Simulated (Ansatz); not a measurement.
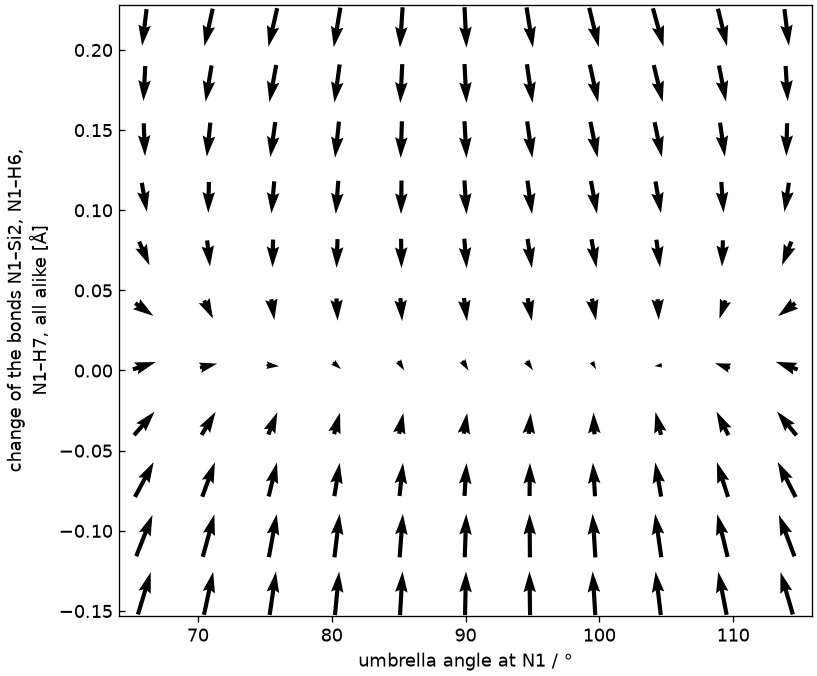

FH₆InN₂Si, SMILES N[Si](N)(F)[InH2]. The first coordinate is: umbrella angle at N1 (between each of its bonds and their common axis; 90 is planar); the second: change of the bonds N1–Si2, N1–H6, N1–H7, all alike. Nothing is relaxed (all other coordinates rigid). The grid has 11 × 11 points. Points are written as (first, second). These are results of RKS PBE-D4/def2-SVP (Ansatz 0.2.0), not measurements.

Drawn: arrows along the force (downhill), their lengths compressed.

**The arrows alone are given. Where is the energy lowest?**

The arrows converge at about (102°, 0.000 Å) (read from the interpolated surface).

The energy map of the same scan:

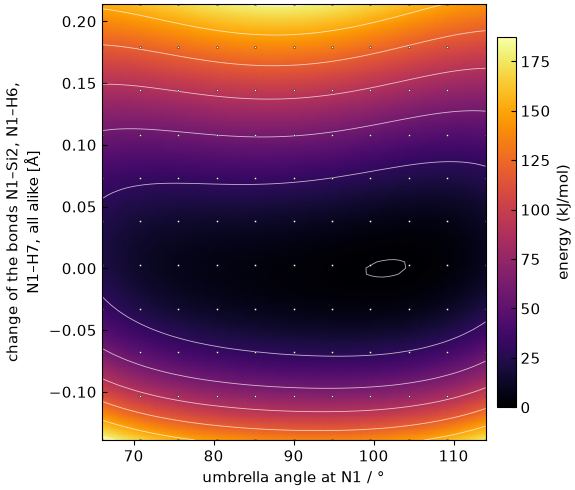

Energies are in kJ/mol, from the lowest grid point; between grid points the surface is interpolated.
